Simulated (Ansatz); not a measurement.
GeH4BrF: several calculations on one system

Part 1: Relaxation

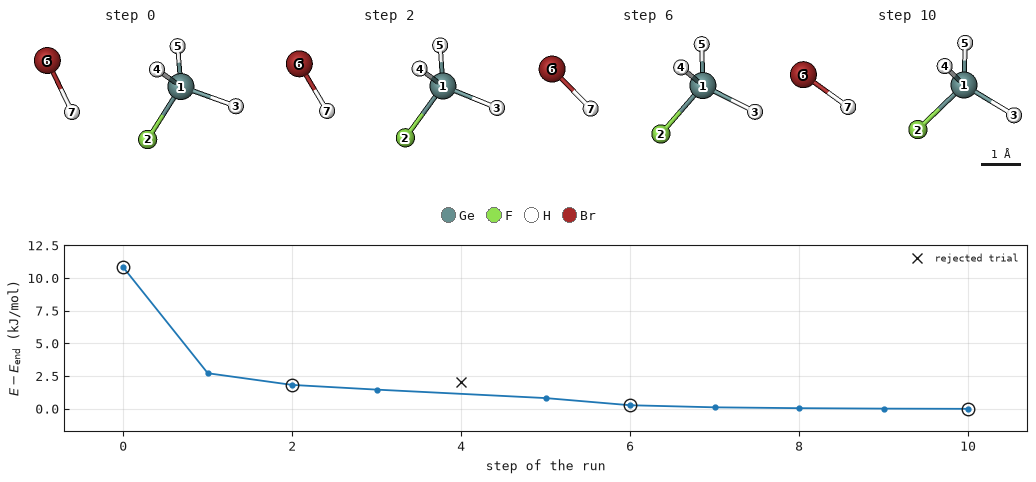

Frames of a relaxation of GeH₄BrF, marked on the history of the run. Style: ball-and-stick. Shown at a tilt.

The run prepares an end point of a later path (reaction) calculation, from a guessed geometry.

Theory: RKS PBE0-D4/def2-mTZVP in Ansatz 0.2.0.

The input:
```yaml
crystal:
  periodic: [false, false, false]
  atoms:
    - { symbol: Ge, position_ang: [0.214557, 0.0, -0.113966] }
    - { symbol: F, position_ang: [0.230193, 0.0, 1.605645] }
    - { symbol: H, position_ang: [1.703811, 0.0, -0.499745] }
    - { symbol: H, position_ang: [-0.490008, 1.283418, -0.565242] }
    - { symbol: H, position_ang: [-0.490008, -1.283418, -0.565242] }
    - { symbol: Br, position_ang: [-3.092626, 0.0, 1.321307] }
    - { symbol: H, position_ang: [-1.822418, 0.0, 2.126943] }
basis:
  gaussian: { orbitals: def2-mTZVP }
hamiltonian:
  xc: pbe0
  dispersion: d4
relax:
  f_tol: 0.03
  max_steps: 50
```

Command:
```bash
ansatz run input.yaml --threads 2 --pin off --max-ram 3072MiB --backend cpu --events-out ev --progress --plain --runs-dir out
```

What happens along the run?

Answer. Over 9 accepted moves (10 points after the start) the energy falls by 10.8 kJ/mol. Largest force component: 1.3 eV/Å at the start, 0.021 eV/Å at the end. The line search rejected the trial step at point 4 of the run. The forces were under the threshold at step 6, but the run went on from there. Br6 moves most after the best rigid fit: 0.69 Å. By element the largest moves are Br 0.69 Å, F 0.31 Å, H 0.30 Å, Ge 0.17 Å. Among the contacts that change: Br6–H7 1.504 → 1.444 Å, Ge1–F2 1.720 → 1.765 Å, Ge1–H3 1.538 → 1.532 Å. The run took 31 s on 2 threads of Arm Neoverse V1, with other jobs on the host, peak memory 0.22 GiB. From step 0 to 2: Br6 moves most (0.21 Å), energy −8.99 kJ/mol. From step 2 to 6: Br6 moves most (0.22 Å), energy −1.55 kJ/mol. From step 6 to 10: Br6 moves most (0.26 Å), energy −0.28 kJ/mol.

```
step  E − E(0), kJ/mol  largest force component, eV/Å      note
   0              0.00                         1.2854          
   1             -8.10                         0.3432          
   2             -8.99                         0.0908          
   3             -9.35                         0.0946          
   4             -8.74                         0.8083  rejected
   5            -10.00                         0.2551          
   6            -10.55                         0.0185          
   7            -10.71                         0.0981          
   8            -10.77                         0.0887          
   9            -10.81                         0.0571          
  10            -10.82                         0.0211
```

Part 2: Relaxation

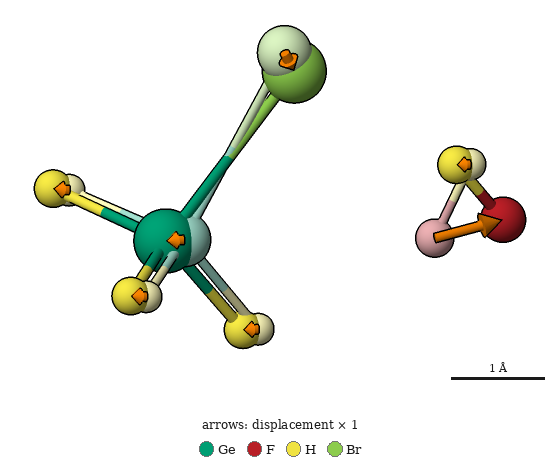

A relaxation of GeH$_{4}$BrF. The starting structure is drawn faded, the final one solid; orange arrows show the displacements, at their true length. The two geometries are superimposed by the best rigid fit.

The picture is a ball-and-stick view, seen from a free direction.

The run prepares an end point of a later path (reaction) calculation, from a guessed geometry.

Theory: RKS PBE0-D4/def2-mTZVP in Ansatz 0.2.0. (no spin polarisation; force threshold 0.03 eV/Å; at most 50 steps)

Which element moves most?

Fluorine: up to 0.78 Å, against 0.27 Å for bromine.

What happened in the run?

The largest move after the best rigid fit is that of the F atom, 0.78 Å. Largest moves by element: F 0.78 Å, Br 0.27 Å, Ge 0.20 Å, H 0.19 Å. Some distances before and after: Br–Ge 2.385 → 2.337 Å, Ge–H 1.513 → 1.529 Å, F–H 0.926 → 0.935 Å. Among the angles between lasting bonds that change: H–Ge–Br 117.1° → 106.1°, H–Ge–Br 102.1° → 106.0°. Over 10 geometry steps the energy falls by 0.308 eV. Largest force component: 0.66 eV/Å at the start, 0.011 eV/Å at the end. The forces were under the threshold at step 8, but the run went on from there. Cost: 32 s on 2 threads of Arm Neoverse V1, with other jobs on the host, peak memory 0.23 GiB.

Part 3: Path

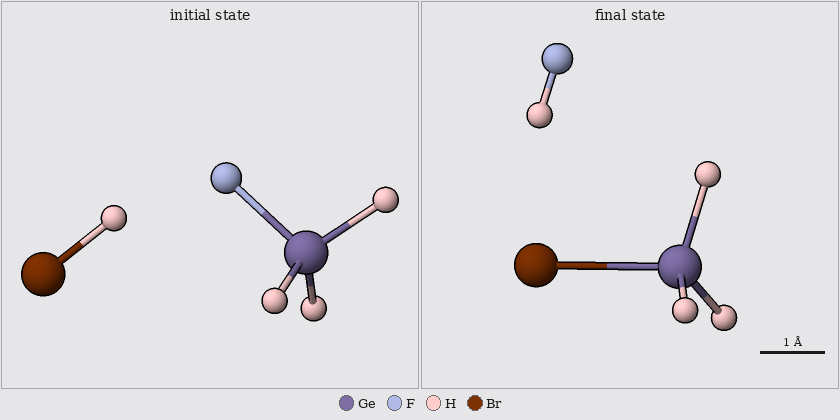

The two relaxed end points of a path for GeH₄BrF. Style: ball-and-stick. Shown at a tilt.

Method: RKS PBE0-D4/def2-mTZVP in Ansatz 0.2.0.

Run with 9 movable images; climbing image; force threshold 0.05 eV/Å; iteration limit 60.

Start:
```xyz
7

Ge    0.3265    0.0000   -0.2416
F    -0.0584    0.0000    1.4806
H     1.8565    0.0000   -0.3104
H    -0.3034    1.2773   -0.8033
H    -0.3034   -1.2773   -0.8033
Br   -3.3533    0.0000    1.9645
H    -1.9109    0.0000    2.0231
```

End:
```xyz
7

Ge   -0.3406    0.0000   -0.6314
F    -0.2128   -0.0001    3.2345
H     0.8358    0.0000    0.3446
H    -0.4088    1.2702   -1.4827
H    -0.4088   -1.2702   -1.4827
Br   -2.2730    0.0000    0.6829
H    -0.9383    0.0001    2.6446
```

> Predict the minimum-energy path and its barrier.

Forward barrier 85.0 kJ/mol, backward barrier 118.5 kJ/mol, with image 5 at the top; the reaction energy is −33.5 kJ/mol. Breaking: Br6–H7 (1.44 → 1.85 at the top → 2.37 Å), Ge1–F2 (1.76 → 2.07 at the top → 3.87 Å). Forming: F2–H7 (1.93 → 1.03 at the top → 0.94 Å), Ge1–Br6 (4.29 → 2.79 at the top → 2.34 Å). The band converged in 9 iterations. The largest component of the band force went from 5 to 0.04 eV/Å. The climbing image converged on the top of the path. Its vibrational analysis gives one imaginary mode (237i cm⁻¹), as a transition state must have.

Energies of the converged images:

```json
{"image": "0", "path (Å)": "0.00", "E (kJ/mol)": "0.0"}
{"image": "1", "path (Å)": "0.40", "E (kJ/mol)": "0.3"}
{"image": "2", "path (Å)": "0.79", "E (kJ/mol)": "3.2"}
{"image": "3", "path (Å)": "1.19", "E (kJ/mol)": "19.9"}
{"image": "4", "path (Å)": "1.59", "E (kJ/mol)": "61.1"}
{"image": "5", "path (Å)": "1.99", "E (kJ/mol)": "85.0"}
{"image": "6", "path (Å)": "2.42", "E (kJ/mol)": "64.0"}
{"image": "7", "path (Å)": "2.85", "E (kJ/mol)": "21.9"}
{"image": "8", "path (Å)": "3.29", "E (kJ/mol)": "-14.1"}
{"image": "9", "path (Å)": "3.72", "E (kJ/mol)": "-31.1"}
{"image": "10", "path (Å)": "4.15", "E (kJ/mol)": "-33.5"}
```

The geometry at the top of the path:

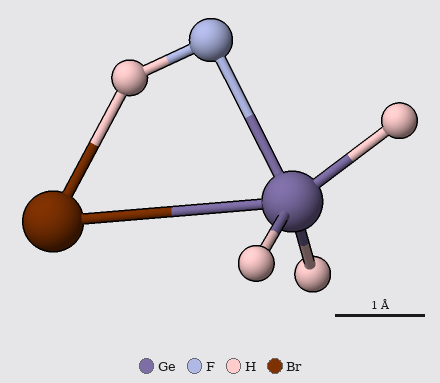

Cost: 3.9 min on 2 threads of Arm Neoverse V1, on a shared host, peak memory 0.23 GiB.
